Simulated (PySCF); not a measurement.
# B2FH5Si: excited states

Aim: compute the excited states of B2FH5Si (`B[SiH2]BF`).

Computed with PySCF 2.14.0 and routines of our own; the level stands in each step. Atoms count from 0.

## Step 1: The starting structure

9 atoms, charge 0, multiplicity 1; geometry from: GFN2-xTB.

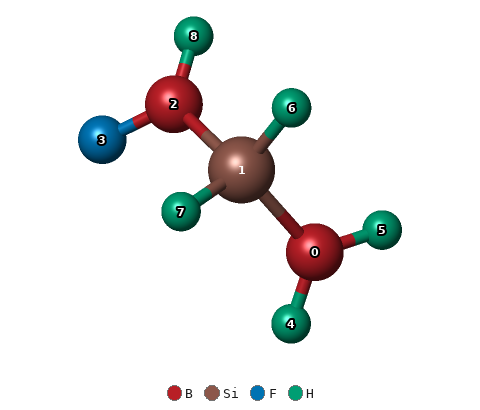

The starting geometry (boron red, silicon brown, fluorine blue, hydrogen teal).

## Step 2: Excited states: TDA B3LYP/aug-cc-pVDZ

Job settings and geometry (Å):

```
{"job": {"kind": "states", "xc": "B3LYP", "basis": "aug-cc-pVDZ", "tda": true, "soc": true, "nstates": 8, "ntriplets": 6, "nquad": 4}, "charge": 0, "multiplicity": 1}
B     -1.511710    -0.337349    -0.513839
Si    -0.034650     0.776621     0.111591
B      1.462939    -0.485113     0.421437
F      2.201471    -0.878188    -0.596603
H     -1.695345    -0.534786    -1.652746
H     -2.202243    -0.907536     0.240584
H     -0.323995     1.535608     1.346336
H      0.377536     1.842409    -0.825306
H      1.739559    -1.005671     1.443365
```

With the program's defaults for keys left out, this is: TDA B3LYP/aug-cc-pVDZ excited states, vertical, gas phase, spin-orbit mean-field couplings.

Command:

```bash
OMP_NUM_THREADS=1 python excited_run.py task.json out
```

This one command runs all jobs of the session in turn.

What it wrote:

```text
coarse grid: 7984 points
cycle   1  E = -442.0252731762  dE =  9.095e-02  |g| = 4.147e-01  |ddm| = 1.043e+01
cycle   2  E = -441.9685773608  dE =  5.670e-02  |g| = 7.368e-01  |ddm| = 2.083e+00
cycle   3  E = -442.0573050492  dE = -8.873e-02  |g| = 3.232e-02  |ddm| = 8.729e-01
cycle   4  E = -442.0575433899  dE = -2.383e-04  |g| = 1.341e-02  |ddm| = 1.946e-01
cycle   5  E = -442.0576070467  dE = -6.366e-05  |g| = 3.969e-03  |ddm| = 7.197e-02
cycle   6  E = -442.0576136509  dE = -6.604e-06  |g| = 5.567e-04  |ddm| = 1.576e-02
final grid: 72808 points
cycle   7  E = -442.0648531571  dE = -2.496e-05  |g| = 2.164e-03  |ddm| = 1.219e-01
cycle   8  E = -442.0648526837  dE =  4.734e-07  |g| = 2.879e-03  |ddm| = 1.657e-02
cycle   9  E = -442.0648544224  dE = -1.739e-06  |g| = 4.356e-04  |ddm| = 6.149e-03
cycle  10  E = -442.0648544617  dE = -3.928e-08  |g| = 1.066e-04  |ddm| = 1.509e-03
cycle  11  E = -442.0648544649  dE = -3.262e-09  |g| = 3.448e-05  |ddm| = 4.774e-04
cycle  12  E = -442.0648544654  dE = -4.914e-10  |g| = 6.262e-06  |ddm| = 1.345e-04
converged SCF energy = -442.0648544654

Singlet excitations
state   eV       nm        f     d(h-e)  d(exc)  Lambda  PR(NTO)  |dmu|/D   mu/D   main configurations
  1   4.0357   307.2   0.05060   0.707   2.701   0.584   1.147    1.955    1.711   H->L 0.89
  2   4.7639   260.3   0.01449   0.647   2.724   0.555   1.132    1.991    1.783   H-1->L 0.90
  3   5.0001   248.0   0.00678   0.770   2.819   0.468   1.091    2.112    2.209   H-2->L 0.90
  4   5.2115   237.9   0.00668   0.259   3.055   0.578   1.183    0.446    0.612   H->L+1 0.89
  5   5.9551   208.2   0.00307   0.504   2.617   0.524   1.101                     H-3->L 0.90
  6   6.5640   188.9   0.01393   1.420   3.329   0.420   1.081                     H-2->L+1 0.65, H-1->L+1 0.31
  7   6.7182   184.5   0.16582   0.772   3.337   0.459   1.427                     H-1->L+1 0.53, H-2->L+1 0.28
  8   7.0495   175.9   0.02112   0.660   4.110   0.327   1.138                     H->L+2 0.78

Triplet excitations (Tamm-Dancoff)
state   eV     d(h-e)  d(exc)  Lambda  PR(NTO)   main configurations
  1   3.0384   0.582   2.636   0.588   1.045   H->L 0.93
  2   4.0805   0.424   2.459   0.557   1.574   H-1->L 0.68, H->L+1 0.24
  3   4.5251   0.467   2.633   0.477   1.068   H-2->L 0.73, H-3->L 0.13
  4   4.8032   0.736   3.096   0.568   1.453   H->L+1 0.70, H-1->L 0.17
  5   5.4506   0.758   2.636   0.515   1.173   H-3->L 0.76, H-2->L 0.14
  6   5.9443   1.200   3.040   0.517   1.054   H-1->L+1 0.88
S1 - T1 = 0.9973 eV

Spin-orbit couplings |<S|Hso|T>| (cm-1)
             T1       T2       T3       T4       T5       T6
S0       13.708   15.687    5.079   10.975    2.857   13.714
S1        1.884   20.416   21.553   17.675   28.101    3.029
S2       26.869    5.085   19.496    8.277   25.519   12.075
S3       27.570   21.801    4.467   12.430    6.982    6.974
S4        9.973    4.344    6.197    4.372    8.244   24.301
S5       25.818   21.023    0.905   11.904    0.909    6.732
S6        3.403   15.687    3.886   27.975    1.355   29.112
S7        3.630   18.446    6.117   19.250    7.243   10.568
S8        2.072    7.596    1.547    6.739    1.746    1.366
T1 sublevels (cm-1): 0.000 0.014 0.047   radiative rates (1/s): 0.166 8.32 20.6
```

It took 8.1 s on 1 thread of Arm Neoverse V2, shared host; peak memory 0.52 GiB.

Key values:

| quantity | value |
| --- | --- |
| S1 less T1 | 1.00 eV |

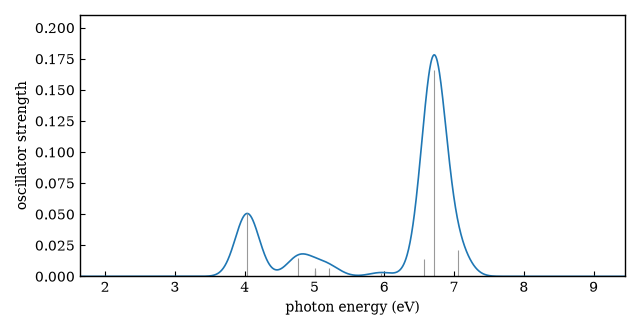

Absorption lines of the singlets. Lines are broadened to a width of 0.40 eV (Gaussian).

## Step 3: Results

| quantity | value |
| --- | --- |
| S1 less T1 (step 2, TDA B3LYP/aug-cc-pVDZ) | 1.00 eV |

What this shows: In step 2, the number of triplets below S1 is 1, and the largest singlet-triplet spin-orbit coupling is S6–T6, 29.11 cm⁻¹.
